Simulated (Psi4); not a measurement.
# SiH4O (Si(OH)H3) at 3 levels

Aim: a comparison of 3 runs (HF/STO-3G, HF/def2-SVP, UCCSD(T)/cc-pVDZ-DK) of SiH4O (Si(OH)H3). 

The calculation is run with Psi4 1.11.

1 further run of the same task is left out (set aside as unsound or not needed).

## 1. The system as given

The species is SiH4O (6 atoms), meant as a singlet with charge 0. SMILES: `[H][Si]([H])([H])O`. Geometry: relaxed at GFN2-xTB.

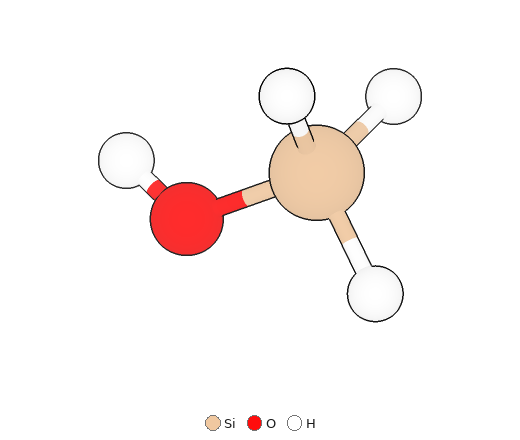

The structure, seen from a chosen angle (silicon light orange, oxygen red, hydrogen white).

## 2. A single-point energy at HF/STO-3G (run 1)

Contents of calc.in:

```
memory 1600 mb

molecule system {
  0 1
  Si    -0.059940    -0.114970    -0.407910
  O     -0.059540    -0.091910     1.217130
  H      0.327320     0.620940     1.717260
  H      1.313150    -0.112770    -0.916850
  H     -0.760380     1.058380    -0.933190
  H     -0.760600    -1.359670    -0.676430
  symmetry c1
  no_reorient
  no_com
}

set {
  basis STO-3G
  puream true
  e_convergence 1e-09
  d_convergence 1e-08
  scf_type pk
}

e, wfn = energy("hf", return_wfn=True)
oeprop(wfn, "WIBERG_LOWDIN_INDICES", "LOWDIN_CHARGES", "QUADRUPOLE")
```

Command:

```
$ psi4 -i calc.in -o calc.out -n 1
```

calc.out:

```text
[...]
  Running in c1 symmetry.
[...]
  Nuclear repulsion =   65.669477756288146
[...]
  Multiplicity = 1
[...]
  Nalpha       = 13
  Nbeta        = 13
[...]
    Number of basis functions: 18
[...]
   @RHF iter   1:  -361.71392755033975   -1.69507e+00   1.36903e-02 DIIS/ADIIS
[...]
   @RHF iter  10:  -361.76134480163336    5.68434e-14   1.27313e-09 DIIS
[...]
    Orbital Energies [Eh]
    ---------------------
    Doubly Occupied:
       1A    -68.006091     2A    -20.158442     3A     -5.986428
       4A     -4.012654     5A     -4.011556     6A     -4.011456
       7A     -1.229252     8A     -0.694860     9A     -0.545899
      10A     -0.465573    11A     -0.446752    12A     -0.358045
      13A     -0.334998
[...]
  @RHF Final Energy:  -361.76134480163336
   => Energetics <=
    Nuclear Repulsion Energy =             65.6694777562881455
    One-Electron Energy =                -634.3376373894047902
    Two-Electron Energy =                 206.9068148314831888
    Total Energy =                       -361.7613448016334132
[...]
 Multipole Moments:
 ------------------------------------------------------------------------------------
     Multipole            Electronic (a.u.)      Nuclear  (a.u.)        Total (a.u.)
 ------------------------------------------------------------------------------------
 L = 1.  Multiply by 2.5417464519 to convert [e a0] to [Debye]
 Dipole X            :          2.4839406           -2.2600935            0.2238471
 Dipole Y            :          4.4461109           -4.0401967            0.4059142
 Dipole Z            :         -6.3230434            6.0794190           -0.2436244
 Magnitude           :                                                    0.5236666
 L = 2.  Multiply by 1.3450342976 to convert [e a0^2] to [Debye ang]
 Quadrupole XX       :        -25.0739001           10.9519229          -14.1219772
 Quadrupole XY       :         -1.2595874            1.5170347            0.2574472
[...]
```

Wall time 2 s (1 thread of Intel Xeon Platinum 8259CL at 2.50GHz (Skylake/Cascade Lake), shared host); peak memory 0.18 GiB.

## 3. Energy and gradient at HF/def2-SVP (run 2)

Contents of input.in:

```
memory 1600 MB

molecule m {
  0 1
  Si
  O 1 r2
  H 2 r3 1 a3
  H 1 r4 2 a4 3 d4
  H 1 r5 4 a5 2 d5
  H 1 r6 5 a6 4 d6

  r2 = 1.625204
  r3 = 0.952862
  a3 = 122.3801
  r4 = 1.464377
  a4 = 110.31981
  d4 = 60.88288
  r5 = 1.463996
  a5 = 108.82718
  d5 = 121.1831
  r6 = 1.453377
  a6 = 112.92035
  d6 = -126.19381
  units angstrom
  symmetry c1
}

set basis def2-SVP
set reference rhf
set puream true
set e_convergence 1e-09
set d_convergence 1e-08
set scf_type pk

energy_value, wavefunction = gradient("hf", return_wfn=True)
oeprop(wavefunction, "QUADRUPOLE", "MULLIKEN_CHARGES", "MAYER_INDICES", title="HF")
print_variables()
```

Command:

```
$ psi4 input.in input.out -n 1
```

input.out:

```text
[...]
  Running in c1 symmetry.
[...]
  Nuclear repulsion =   65.669472594748370
[...]
  Multiplicity = 1
[...]
  Nalpha       = 13
  Nbeta        = 13
[...]
    Number of basis functions: 52
[...]
   @RHF iter   1:  -365.92051699429516   -5.53412e-01   7.91202e-03 DIIS/ADIIS
[...]
   @RHF iter  10:  -366.00002586153289   -5.22959e-12   7.73513e-09 DIIS
[...]
    Orbital Energies [Eh]
    ---------------------
    Doubly Occupied:
       1A    -68.770146     2A    -20.544643     3A     -6.139990
       4A     -4.251478     5A     -4.250058     6A     -4.249907
       7A     -1.322398     8A     -0.767744     9A     -0.645194
      10A     -0.554911    11A     -0.553345    12A     -0.472824
      13A     -0.455211
[...]
  @RHF Final Energy:  -366.00002586153289
   => Energetics <=
    Nuclear Repulsion Energy =             65.6694725947483704
    One-Electron Energy =                -637.3832986869738306
    Two-Electron Energy =                 205.7138002306925273
    Total Energy =                       -366.0000258615328903
[...]
  -Total Gradient:
     Atom            X                  Y                   Z
    ------   -----------------  -----------------  -----------------
       1        0.000178874751    -0.001913639134    -0.000837394370
       2       -0.000052477747     0.014250157446    -0.029229199630
       3        0.000052360052    -0.009753718436     0.006382781312
       4        0.005394398105     0.002087348559     0.006281432839
       5       -0.005499034437     0.002302688087     0.006294454107
       6       -0.000074120725    -0.006972836521     0.011107925739
[...]
 Multipole Moments:
 ------------------------------------------------------------------------------------
     Multipole            Electronic (a.u.)      Nuclear  (a.u.)        Total (a.u.)
 ------------------------------------------------------------------------------------
 L = 1.  Multiply by 2.5417464519 to convert [e a0] to [Debye]
 Dipole X            :          0.0008186           -0.0000552            0.0007634
 Dipole Y            :          0.0585356           -0.6410394           -0.5825038
 Dipole Z            :          1.2842406           -1.3233399           -0.0390994
 Magnitude           :                                                    0.5838150
 L = 2.  Multiply by 1.3450342976 to convert [e a0^2] to [Debye ang]
 Quadrupole XX       :        -26.4586397           10.1265196          -16.3321201
 Quadrupole XY       :         -0.0051713            0.0060933            0.0009220
[...]
```

Wall time 2.7 s (1 thread of Intel Xeon Platinum 8259CL at 2.50GHz (Skylake/Cascade Lake), shared host); peak memory 0.2 GiB.

## 4. A single-point energy at UCCSD(T)/cc-pVDZ-DK (DKH2, density fitting with cc-pvdz-jkfit) (run 3)

Contents of h4osi.json:

```json
{
 "schema_name": "qcschema_input",
 "schema_version": 1,
 "molecule": {
  "schema_name": "qcschema_molecule",
  "schema_version": 2,
  "symbols": ["Si", "O", "H", "H", "H", "H"],
  "geometry": [-0.11327018, -0.21726181, -0.77083818, -0.11251429, -0.17368473, 2.30004236, 0.61854516, 1.17340654, 3.24515108, 2.48149386, -0.21310442, -1.7325954, -1.43690995, 2.00004834, -1.76347352, -1.43732569, -2.56940392, -1.27826744],
  "molecular_charge": 0,
  "molecular_multiplicity": 1,
  "fix_com": true,
  "fix_orientation": true
 },
 "driver": "energy",
 "model": {
  "method": "ccsd(t)",
  "basis": "cc-pVDZ-DK"
 },
 "keywords": {
  "reference": "uhf",
  "freeze_core": true,
  "df_basis_scf": "cc-pvdz-jkfit",
  "relativistic": "dkh",
  "dkh_order": 2
 }
}
```

Command:

```
$ psi4 --qcschema h4osi.json -n 1 --memory 1600MB
```

stdout:

```text
[...]
  Running in c1 symmetry.
[...]
  Nuclear repulsion =   65.669477802606366
[...]
  Multiplicity = 1
[...]
  Nalpha       = 13
  Nbeta        = 13
[...]
    Number of basis functions: 52
[...]
   @UHF iter   1:  -366.72175510171149   -5.66662e-01   8.00291e-03 ADIIS/DIIS
[...]
   @UHF iter  10:  -366.80238983741373   -5.28644e-12   8.11306e-09 DIIS
[...]
   @S^2 Observed:                3.907985047E-14
[...]
    Orbital Energies [Eh]
    ---------------------
    Alpha Occupied:
       1A    -68.963103     2A    -20.566379     3A     -6.173168
       4A     -4.253182     5A     -4.251475     6A     -4.251259
       7A     -1.343299     8A     -0.768813     9A     -0.644929
      10A     -0.552017    11A     -0.549457    12A     -0.470765
      13A     -0.451484
    Alpha Virtual:
      14A      0.142577    15A      0.208358    16A      0.217931
      17A      0.221084    18A      0.251095    19A      0.411406
      20A      0.412220    21A      0.476319    22A      0.556681
      23A      0.566237    24A      0.571826    25A      0.606900
[...]
  @UHF Final Energy:  -366.80238983741373
   => Energetics <=
    Nuclear Repulsion Energy =             65.6694778026063659
    One-Electron Energy =                -638.4650757229308056
    Two-Electron Energy =                 205.9932080829106837
    Total Energy =                       -366.8023898374137843
  UHF NO Occupations:
  HONO-2 :   11  A 2.0000000
  HONO-1 :   12  A 2.0000000
[...]
 Multipole Moments:
 ------------------------------------------------------------------------------------
     Multipole            Electronic (a.u.)      Nuclear  (a.u.)        Total (a.u.)
 ------------------------------------------------------------------------------------
 L = 1.  Multiply by 2.5417464519 to convert [e a0] to [Debye]
 Dipole X            :          2.5287105           -2.2600935            0.2686170
 Dipole Y            :          4.5312788           -4.0401966            0.4910822
 Dipole Z            :         -6.1194548            6.0794191           -0.0400357
 Magnitude           :                                                    0.5611770
[...]
      * MP2 total energy                      = -367.097700179518597
[...]
      * CCSD total energy                     = -367.125815066731548
[...]
      * CCSD(T) total energy                     = -367.131719162040383
[...]
```

The result, in JSON:

```text
{
 "driver": "energy",
 "model": {
  "method": "ccsd(t)",
  "basis": "cc-pVDZ-DK"
 },
 "success": true,
 "return_result": -367.1317191620404,
 "properties": {
  "calcinfo_nbasis": 52,
  "calcinfo_nmo": 52,
  "calcinfo_nalpha": 13,
  "calcinfo_nbeta": 13,
  "calcinfo_natom": 6,
  "nuclear_repulsion_energy": 65.66947780260637,
  "return_energy": -367.1317191620404,
  "scf_one_electron_energy": -638.4650757229308,
  "scf_two_electron_energy": 205.99320808291068,
  "scf_dipole_moment": [0.2686170066443747, 0.4910821764515205, -0.040035682993920574],
  "scf_total_energy": -366.8023898374137,
  "scf_iterations": 10,
  "mp2_same_spin_correlation_energy": -0.06425775027971707,
  "mp2_opposite_spin_correlation_energy": -0.23105259182606291,
  "mp2_singles_energy": -5.532331043569119e-27,
  "mp2_doubles_energy": -0.29531034210578,
  "mp2_correlation_energy": -0.29531034210578,
  "mp2_total_energy": -367.0977001795186,
  "ccsd_same_spin_correlation_energy": -0.05869084775185271,
  "ccsd_opposite_spin_correlation_energy": -0.2647343815668714,
  "ccsd_singles_energy": -3.568088339190852e-16,
  "ccsd_doubles_energy": -0.3234252293187241,
  "ccsd_correlation_energy": -0.32342522931872447,
  "ccsd_total_energy": -367.12581506673155,
  "ccsd_iterations": 13,
  "ccsd_prt_pr_correlation_energy": -0.3293293246275864,
  "ccsd_prt_pr_total_energy": -367.1317191620404
 }
}
```

It took 9.9 s on 1 thread of Intel Xeon Platinum 8259CL at 2.50GHz (Skylake/Cascade Lake), shared host; peak memory 0.29 GiB.

## 5. The series

| run | level | task | integrals | energy (Eh) | dipole moment (D) | HOMO energy (eV) | LUMO energy (eV) | wall time |
| --- | --- | --- | --- | --- | --- | --- | --- | --- |
| 1 | HF/STO-3G | energy | pk | -361.761345 | 1.33 | -9.12 | 13.66 | 2 s |
| 2 | HF/def2-SVP | gradient | pk | -366.000026 | 1.48 | -12.39 | 4.00 | 2.7 s |
| 3 | UCCSD(T)/cc-pVDZ-DK (DKH2, density fitting with cc-pvdz-jkfit) | energy | df | -367.131719 | – | -12.29 | 3.88 | 9.9 s |

## 6. What came out

```
                                          quantity          value
                               run 3: total energy  -367.13172 Eh
        run 3: HOMO energy (Hartree–Fock orbitals)      -12.29 eV
        run 3: LUMO energy (Hartree–Fock orbitals)        3.88 eV
      run 3: HOMO–LUMO gap (Hartree–Fock orbitals)       16.17 eV
run 3: correlation energy (6 core orbitals frozen)     -329.3 mEh
                             run 3: (T) correction      -5.90 mEh
                              run 3: T1 diagnostic          0.015
```

In words: Some runs of one species differ in core potentials or relativity; totals across that change don't compare. In run 1 the basis is minimal, so the values are rough. All runs together took 15 s, the longest 9.9 s.
